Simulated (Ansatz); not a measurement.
## CaEu$_{3}$Ag$_{4}$Se$_{4}$F$_{4}$: geometry relaxation (part 1 of 4)

The run: geometry relaxation of CaEu$_{3}$Ag$_{4}$Se$_{4}$F$_{4}$ (16 atoms in the cell). Method and program: DFT PBEsol+U, scalar-relativistic, plane waves, PAW, Ueff = 5 eV on Eu f, spin-polarised (Ansatz 0.2.0).

The structure derives from an entry of the Crystallography Open Database. It belongs to a series of runs on one base structure; here: 3 Eu, 1 Ca on the 4 sites of Eu, cell and atoms relaxed. Figures and captions count atoms from 1; the log counts them from 0 in places.

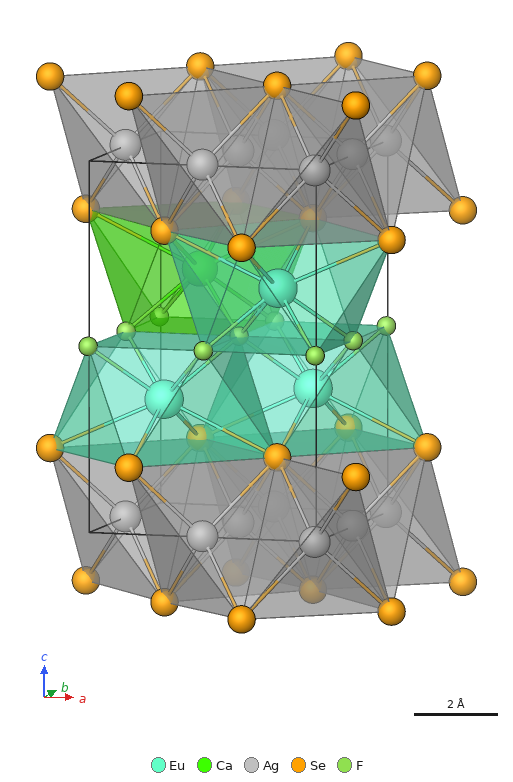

**Figure 1.** The starting structure (polyhedral view of the cell of the calculation, seen slightly off an axis; polyhedra are completed across the faces of the cell). An atom can appear more than once, as a periodic image.

**The input**
```yaml
crystal:
  lattice:
    - [4.0714212029, -4.0714212029, 0.0]
    - [4.0714212029, 4.0714212029, 0.0]
    - [0.0, 0.0, 9.0691046319]
  atoms:
    - { symbol: Eu, position: [0.2498620551, 0.2543102222, 0.344519694], spin: 7.0 }
    - { symbol: Eu, position: [0.7490588571, 0.753627727, 0.3461759631], spin: 7.0 }
    - { symbol: Ca, position: [0.2509957276, 0.7513199319, 0.656531011] }
    - { symbol: Eu, position: [0.7512657337, 0.2544007186, 0.655873759], spin: 7.0 }
    - { symbol: Ag, position: [0.4997242274, 0.5004557296, -0.0003352549] }
    - { symbol: Ag, position: [-0.006947851, -0.0015008797, -0.0004273787] }
    - { symbol: Ag, position: [0.0011532748, 0.5037345781, 0.0029445382] }
    - { symbol: Ag, position: [0.4982373866, -0.0003293421, 0.00240249] }
    - { symbol: Se, position: [0.2528452902, 0.7500944267, 0.2005869115] }
    - { symbol: Se, position: [0.749956023, 0.246229942, 0.2011526087] }
    - { symbol: Se, position: [0.7493805616, 0.74991705, 0.8048120785] }
    - { symbol: Se, position: [0.2529026892, 0.2498075237, 0.7985481696] }
    - { symbol: F, position: [-0.0054150579, 0.0002316455, 0.5006631386] }
    - { symbol: F, position: [0.502877129, 0.4996030462, 0.5010679096] }
    - { symbol: F, position: [0.0055267257, 0.4988918515, 0.5016516416] }
    - { symbol: F, position: [0.5024135491, -6.87984e-05, 0.5015661385] }
basis:
  ecutwfc: 420
kpoints:
  mp_grid: { grid: [4, 4, 2] }
hamiltonian:
  xc: pbesol
  hubbard: { sites: [{ species: Eu, l: f, u_eff: 5.0 }] }
scf:
  occupations: { method: gaussian, width: 0.02 }
  lower_state_search: "off"
output:
  forces: true
  stress: true
  eigenvalues: true
  populations: true
  hubbard: { sites: [{ species: Eu, l: f }] }
magnetization:
  spin_polarized: true
relax:
  adjacent_minimum: "off"
  f_tol: 0.03
  max_steps: 45
  cell: { stress_tol: 0.2 }
```

Machine: 8 threads of AMD EPYC 7571, 32 GiB of memory available, shared host.

Run as:
```bash
ansatz run input.yaml --threads 8 --pin off --max-ram 14336MiB --backend cpu --events-out ev --progress --plain --runs-dir out
```

**What the program printed**
```
Eu: projections on atomic orbitals take those of the free atom [Kr 4d10] 4f7 5s2 5p6 5d0 6s2, of charge +0.00 (hamiltonian.pseudopotentials.projection_atoms); the dataset's partial waves leave at most 1.0e-3 of an orbital's norm unspanned inside its sphere
Ca: projections on atomic orbitals take those of the free atom [Ne] 3s2 3p6 4s2, of charge +0.00 (hamiltonian.pseudopotentials.projection_atoms); the dataset's partial waves leave at most 2.9e-7 of an orbital's norm unspanned inside its sphere
Ag: projections on atomic orbitals take those of the free atom [Ar 3d10] 4s2 4p6 4d10 5s1, of charge +0.00 (hamiltonian.pseudopotentials.projection_atoms); the dataset's partial waves leave at most 1.2e-5 of an orbital's norm unspanned inside its sphere
Se: projections on atomic orbitals take those of the free atom [Ar] 3d10 4s2 4p4, of charge +0.00 (hamiltonian.pseudopotentials.projection_atoms); the dataset's partial waves leave at most 2.3e-6 of an orbital's norm unspanned inside its sphere
F: projections on atomic orbitals take those of the free atom [He] 2s2 2p5, of charge +0.00 (hamiltonian.pseudopotentials.projection_atoms); the dataset's partial waves leave at most 1.6e-8 of an orbital's norm unspanned inside its sphere
Engine: ansatz 0.2.0, x86_64-unknown-linux-gnu
Pseudopotentials: kind: paw
Pseudopotential: Eu, paw, valence charge 17, recommended cutoff 420 eV (normal), Eu.paw.azcp
Pseudopotential: Ca, paw, valence charge 10, recommended cutoff 420 eV (normal), Ca.paw.azcp
Pseudopotential: Ag, paw, valence charge 19, recommended cutoff 420 eV (normal), Ag.paw.azcp
Pseudopotential: Se, paw, valence charge 16, recommended cutoff 420 eV (normal), Se.paw.azcp
Pseudopotential: F, paw, valence charge 7, recommended cutoff 420 eV (normal), F.paw.azcp
Functional definition: PBEsol
  exchange = pbesol_x
  correlation = pbesol_c
Crystal: 16 atoms, lattice volume = 300.667 Å³
Basis set: ecut = 420 eV, 5891 PW (Γ), exchange–correlation on 80×80×128 points (8 copies of the dense FFT grid, shifted against one another)
Bands: 150, of which v1, the nominal top of the filled ones, is band 115 counted from 1 (114 counted from 0)
Symmetry: 1 space group operations
Space group: P1 (ITA 1), of the structure as read, at distance tolerance 6.7e-5 Å
Magnetic group: BNS 1.1 (UNI 1), of the structure as read, at distance tolerance 6.7e-5 Å
k-points: 20 of 32 (time reversal used)
Non-local potential: Eu, projectors of the file, l = 0: 3, l = 1: 2, l = 2: 2, l = 3: 3
Non-local potential: Ca, projectors of the file, l = 0: 3, l = 1: 2, l = 2: 2
Non-local potential: Ag, projectors of the file, l = 0: 3, l = 1: 2, l = 2: 2, l = 3: 1
Non-local potential: Se, projectors of the file, l = 0: 2, l = 1: 2, l = 2: 3, l = 3: 1
Non-local potential: F, projectors of the file, l = 0: 2, l = 1: 2, l = 2: 1
PAW form: soft (Blöchl's): semilocal exchange-correlation on the pseudo side does not see the compensation charge
PAW frozen core: Eu, regenerated for the run's functional, and the local potential with it (the file was generated under x = pbe(κ = 0.804, μ = 0.2195149727645171), c = pbe(β = 0.06672455060314922))
PAW frozen core: Ca, regenerated for the run's functional, and the local potential with it (the file was generated under x = pbe(κ = 0.804, μ = 0.2195149727645171), c = pbe(β = 0.06672455060314922))
PAW frozen core: Ag, regenerated for the run's functional, and the local potential with it (the file was generated under x = pbe(κ = 0.804, μ = 0.2195149727645171), c = pbe(β = 0.06672455060314922))
PAW frozen core: Se, regenerated for the run's functional, and the local potential with it (the file was generated under x = pbe(κ = 0.804, μ = 0.2195149727645171), c = pbe(β = 0.06672455060314922))
PAW frozen core: F, regenerated for the run's functional, and the local potential with it (the file was generated under x = pbe(κ = 0.804, μ = 0.2195149727645171), c = pbe(β = 0.06672455060314922))
PAW one-centre angular grid: Eu, 590 points (default); XC on 64 Gauss nodes
PAW one-centre angular grid: Ca, 110 points (default); XC on 64 Gauss nodes
PAW one-centre angular grid: Ag, 590 points (default); XC on 64 Gauss nodes
PAW one-centre angular grid: Se, 590 points (default); XC on 64 Gauss nodes
PAW one-centre angular grid: F, 110 points (default); XC on 64 Gauss nodes
Initial density: superposition of atomic densities (chi_scale 0.1, normalization cell, long waves kept whole (reshape's long-wave potential 4.66 eV rms))
Starting moments: Σ|m| = 21 μB on 3 of 16 sites
Initial wavefunctions: pseudopotential atomic-orbital guess
Functional: x = pbesol(κ = 0.804, μ = 0.12345679012345678), c = pbesol(β = 0.046)
SCF iter   1: F=—  HF=-83012.823628 eV  |F-HF|=—  |Δ(HF+E_count)|=         —  Δρ=3.19e-1 (↑3.19e-1 ↓3.10e-1)  dr2=3.42e3  dr2_m=7.30e1  M=20.990 μB ∫|m|=21.256 μB  β_m=1.00  ethr=3.10e-3  ⟨swp⟩=10.8  Hψ=31147  notcnv=0  defer=89
preconditioner: auto → Kerker (q_TF=auto, 2.607 Å⁻¹)  [metal: Δε(μ)=0.010 eV  Ē_g=14.887 eV  σ=0.020 eV  W_gap=0.28  n_scr=106 (ndim 8)  ℏωp=26.1 eV  f_vac=0.000  D(μ)=7.47/eV (n_scr^D=46)]
spin=Collinear: Kerker preconditioning applied to the charge; magnetization (m = ρ↑ − ρ↓) channel mixes plain (no charge-response kernel on spin).
SCF iter   2: F=—  HF=-82837.673907 eV  |F-HF|=—  |Δ(HF+E_count)|=    1.75e2  Δρ=4.65e-1 (↑4.65e-1 ↓9.62e-2)  dr2=1.58e3  dr2_m=1.36e2  M=7.374 μB ∫|m|=8.312 μB  β_m=0.30  ethr=3.10e-3  ⟨swp⟩=4.7  Hψ=18023  notcnv=0  defer=776
SCF iter   3: F=—  HF=-82963.504536 eV  |F-HF|=—  |Δ(HF+E_count)|=    1.26e2  Δρ=5.51e-1 (↑3.96e-1 ↓5.51e-1)  dr2=2.46e3  dr2_m=1.55e2  M=0.736 μB ∫|m|=1.539 μB  β_m=0.30  ethr=3.10e-3  ⟨swp⟩=5.2  Hψ=17225  notcnv=0  defer=899
SCF iter   4: F=—  HF=-82834.361564 eV  |F-HF|=—  |Δ(HF+E_count)|=    1.29e2  Δρ=3.89e-1 (↑1.58e-1 ↓3.89e-1)  dr2=1.14e3  dr2_m=4.22e1  M=6.864 μB ∫|m|=7.280 μB  β_m=0.30  ethr=3.10e-3  ⟨swp⟩=9.7  Hψ=22943  notcnv=0  defer=901
SCF iter   5: F=—  HF=-82818.674714 eV  |F-HF|=—  |Δ(HF+E_count)|=    1.57e1  Δρ=3.11e-1 (↑3.11e-1 ↓1.69e-1)  dr2=6.87e2  dr2_m=8.23e1  M=14.000 μB ∫|m|=14.210 μB  β_m=0.30  ethr=3.10e-3  ⟨swp⟩=10.0  Hψ=20398  notcnv=0  defer=998
SCF iter   6: F=—  HF=-82795.215441 eV  |F-HF|=—  |Δ(HF+E_count)|=    2.35e1  Δρ=2.29e-1 (↑2.29e-1 ↓1.46e-1)  dr2=7.50e1  dr2_m=8.68e1  M=20.937 μB ∫|m|=21.111 μB  β_m=1.00  ethr=3.10e-3  ⟨swp⟩=7.5  Hψ=15190  notcnv=0  defer=929
SCF iter   7: F=—  HF=-82784.680477 eV  |F-HF|=—  |Δ(HF+E_count)|=    1.05e1  Δρ=9.19e-2 (↑9.19e-2 ↓2.27e-2)  dr2=3.28e1  dr2_m=6.04e0  M=21.000 μB ∫|m|=21.432 μB  β_m=1.00  ethr=3.10e-3  ⟨swp⟩=6.8  Hψ=13626  notcnv=0  defer=843
SCF iter   8: F=—  HF=-82789.800430 eV  |F-HF|=—  |Δ(HF+E_count)|=    5.12e0  Δρ=5.77e-2 (↑5.77e-2 ↓1.66e-2)  dr2=2.17e1  dr2_m=1.67e0  M=21.000 μB ∫|m|=21.367 μB  β_m=0.30  ethr=3.10e-3  ⟨swp⟩=11.8  Hψ=20493  notcnv=0  defer=997
Mixer restart at iter 8: flushing history
spin-set hold released at iteration 8 (site moments contracting): the magnetisation degrees of freedom join the quasi-Newton model from the next iteration; the mixer history was flushed
SCF iter   9: F=—  HF=-82792.388847 eV  |F-HF|=—  |Δ(HF+E_count)|=    2.59e0  Δρ=3.37e-2 (↑3.37e-2 ↓1.21e-2)  dr2=1.04e1  dr2_m=5.12e-1  M=21.000 μB ∫|m|=21.417 μB  β_m=0.54  ethr=3.10e-3  ⟨swp⟩=9.5  Hψ=17312  notcnv=0  defer=986
SCF iter  10: F=—  HF=-82795.118729 eV  |F-HF|=—  |Δ(HF+E_count)|=    2.73e0  Δρ=8.80e-3 (↑8.75e-3 ↓8.80e-3)  dr2=2.58e0  dr2_m=9.00e-3  M=21.000 μB ∫|m|=21.371 μB  β_m=0.55  ethr=3.10e-3  ⟨swp⟩=10.5  Hψ=22853  notcnv=0  defer=979
SCF iter  11: F=—  HF=-82794.699224 eV  |F-HF|=—  |Δ(HF+E_count)|=   4.20e-1  Δρ=6.03e-3 (↑6.03e-3 ↓5.40e-3)  dr2=8.16e-1  dr2_m=3.65e-2  M=21.000 μB ∫|m|=21.326 μB  β_m=0.77  ethr=1.12e-3  ⟨swp⟩=7.3  Hψ=13436  notcnv=0  defer=925
SCF iter  12: F=—  HF=-82794.492565 eV  |F-HF|=—  |Δ(HF+E_count)|=   2.07e-1  Δρ=2.47e-3 (↑2.44e-3 ↓2.47e-3)  dr2=6.98e-2  dr2_m=9.80e-3  M=21.000 μB ∫|m|=21.304 μB  β_m=0.72  ethr=3.56e-4  ⟨swp⟩=7.0  Hψ=12592  notcnv=0  defer=1005
SCF iter  13: F=—  HF=-82794.480634 eV  |F-HF|=—  |Δ(HF+E_count)|=   1.19e-2  Δρ=1.57e-3 (↑1.57e-3 ↓1.41e-3)  dr2=3.16e-2  dr2_m=2.96e-3  M=21.000 μB ∫|m|=21.302 μB  β_m=0.86  ethr=3.05e-5  ⟨swp⟩=5.6  Hψ=12007  notcnv=0  defer=1006
SCF iter  14: F=—  HF=-82794.479011 eV  |F-HF|=—  |Δ(HF+E_count)|=   1.62e-3  Δρ=1.10e-3 (↑1.10e-3 ↓5.26e-4)  dr2=1.38e-2  dr2_m=7.34e-4  M=21.000 μB ∫|m|=21.296 μB  β_m=0.78  ethr=1.38e-5  ⟨swp⟩=5.7  Hψ=10474  notcnv=0  defer=934
SCF iter  15: F=—  HF=-82794.475341 eV  |F-HF|=—  |Δ(HF+E_count)|=   3.67e-3  Δρ=2.98e-4 (↑2.98e-4 ↓2.87e-4)  dr2=4.71e-3  dr2_m=2.91e-5  M=21.000 μB ∫|m|=21.295 μB  β_m=0.89  ethr=6.02e-6  ⟨swp⟩=5.2  Hψ=10117  notcnv=0  defer=903
SCF iter  16: F=—  HF=-82794.474780 eV  |F-HF|=—  |Δ(HF+E_count)|=   5.61e-4  Δρ=3.27e-4 (↑3.27e-4 ↓2.99e-4)  dr2=1.71e-3  dr2_m=1.46e-5  M=21.000 μB ∫|m|=21.292 μB  β_m=0.79  ethr=2.06e-6  ⟨swp⟩=4.8  Hψ=9611  notcnv=0  defer=882
SCF iter  17: F=—  HF=-82794.474400 eV  |F-HF|=—  |Δ(HF+E_count)|=   3.79e-4  Δρ=9.91e-5 (↑9.91e-5 ↓8.79e-5)  dr2=4.78e-4  dr2_m=2.38e-6  M=21.000 μB ∫|m|=21.291 μB  β_m=0.89  ethr=7.47e-7  ⟨swp⟩=3.5  Hψ=8799  notcnv=0  defer=871
SCF iter  18: F=—  HF=-82794.474362 eV  |F-HF|=—  |Δ(HF+E_count)|=   3.86e-5  Δρ=1.19e-4 (↑1.19e-4 ↓5.54e-5)  dr2=2.21e-4  dr2_m=7.06e-6  M=21.000 μB ∫|m|=21.291 μB  β_m=0.87  ethr=2.09e-7  ⟨swp⟩=3.0  Hψ=8698  notcnv=0  defer=865
SCF iter  19: F=—  HF=-82794.474338 eV  |F-HF|=—  |Δ(HF+E_count)|=   2.39e-5  Δρ=8.47e-5 (↑8.47e-5 ↓3.40e-5)  dr2=4.94e-5  dr2_m=6.31e-6  M=21.000 μB ∫|m|=21.291 μB  β_m=0.75  ethr=9.67e-8  ⟨swp⟩=3.1  Hψ=8610  notcnv=0  defer=864
SCF iter  20: F=—  HF=-82794.474308 eV  |F-HF|=—  |Δ(HF+E_count)|=   2.98e-5  Δρ=1.87e-5 (↑1.87e-5 ↓1.44e-5)  dr2=1.34e-5  dr2_m=8.58e-8  M=21.000 μB ∫|m|=21.291 μB  β_m=0.81  ethr=2.16e-8  ⟨swp⟩=2.6  Hψ=9299  notcnv=0  defer=861
SCF iter  21: F=—  HF=-82794.474308 eV  |F-HF|=—  |Δ(HF+E_count)|=   5.97e-7  Δρ=1.71e-5 (↑1.71e-5 ↓1.17e-5)  dr2=4.51e-6  dr2_m=1.25e-7  M=21.000 μB ∫|m|=21.292 μB  β_m=0.82  ethr=5.84e-9  ⟨swp⟩=2.5  Hψ=8481  notcnv=0  defer=860
SCF iter  22: F=—  HF=-82794.474307 eV  |F-HF|=—  |Δ(HF+E_count)|=   5.82e-7  Δρ=8.05e-6 (↑8.05e-6 ↓5.48e-6)  dr2=1.33e-6  dr2_m=2.61e-8  M=21.000 μB ∫|m|=21.292 μB  β_m=0.79  ethr=1.97e-9  ⟨swp⟩=2.5  Hψ=8557  notcnv=0  defer=857
SCF iter  23: F=—  HF=-82794.474307 eV  |F-HF|=—  |Δ(HF+E_count)|=   2.36e-7  Δρ=7.15e-6 (↑7.15e-6 ↓2.74e-6)  dr2=4.82e-7  dr2_m=3.05e-8  M=21.000 μB ∫|m|=21.292 μB  β_m=0.71  ethr=5.82e-10  ⟨swp⟩=2.4  Hψ=8407  notcnv=0  defer=857
SCF iter  24: F=—  HF=-82794.474307 eV  |F-HF|=—  |Δ(HF+E_count)|=   8.10e-8  Δρ=2.90e-6 (↑2.90e-6 ↓2.09e-6)  dr2=2.13e-7  dr2_m=3.07e-9  M=21.000 μB ∫|m|=21.292 μB  β_m=0.73  ethr=2.10e-10  ⟨swp⟩=2.3  Hψ=8118  notcnv=0  defer=857
SCF iter  25: F=-82794.474307 eV  HF=-82794.474307 eV  |F-HF|=3.08e-8  |Δ(HF+E_count)|=   3.46e-8  Δρ=1.65e-6 (↑1.65e-6 ↓1.35e-6)  dr2=5.62e-8  dr2_m=7.76e-10  M=21.000 μB ∫|m|=21.292 μB  ethr=4.37e-11  ⟨swp⟩=17.1  Hψ=41750  notcnv=0
SCF 1 converged in 25 iterations: F = -82794.474307 eV  dr2 = 5.62e-8
  greatest PAW one-centre occupation: 1.001 electrons in one spin orbital (limit 2), on the Ag atom at site 4 (counted from 0), in its partial waves of l = 0
relax step   1: F+E_penalty+E_count = -82794.47430664 eV  Δ(F+E_penalty+E_count) = +0.000e0 eV  max|allowed force component| = 6.857e-1 eV/Å  Δτ_max = 0.0000 Å  P = +0.165 GPa  Ω = 300.667 Å³  (25 SCF iters, dr2 threshold 1.00e-7 eV, accepted)
Crystal: 16 atoms, lattice volume = 304.902 Å³
Basis set: ecut = 420 eV, 5985 PW (Γ), exchange–correlation on 80×80×128 points (8 copies of the dense FFT grid, shifted against one another)
Initial density: handed on by an earlier stage of this run
Starting moments: Σ|m| = 21 μB on 3 of 16 sites; this step starts from the density that it was given
Initial wavefunctions: those handed on with the density
iter 1 solved again at ethr=7.44e-4 eV; its pass at ethr=3.10e-3 eV (dr2=1.70e0 eV) is discarded
```
